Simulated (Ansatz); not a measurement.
**Hypothetical P6_3/mmc SiS2, pressure series**

Base system: SiS2 in the 2H-MoS2 type structure (space group P6_3/mmc, No. 194; a = 3.224 Å, c = 12.153 Å; a hypothetical phase, not in the database extracts checked; layered, stacked along the Cartesian z axis).

Cell and atoms are relaxed at each pressure.

The values are results of r2SCAN+rVV10 (Ansatz, a first-principles code), scalar-relativistic without spin-orbit coupling, earlier PAW set, not measurements.

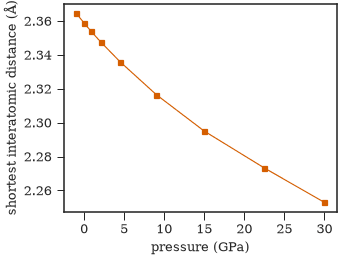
Figure: Shortest interatomic distance against pressure

```
pressure (GPa)  shortest interatomic distance
--------------  -----------------------------
-1                                    2.365 Å
0.9                                   2.354 Å
2.1                                   2.348 Å
4.5                                   2.336 Å
9                                     2.317 Å
15                                    2.295 Å
22.5                                  2.273 Å
30                                    2.253 Å
```

Load acts through the strain it causes; cell and atoms are relaxed under it. Whether these cells are dynamically stable was not tested. No other phases were tried under pressure. All final runs are without spin polarisation.
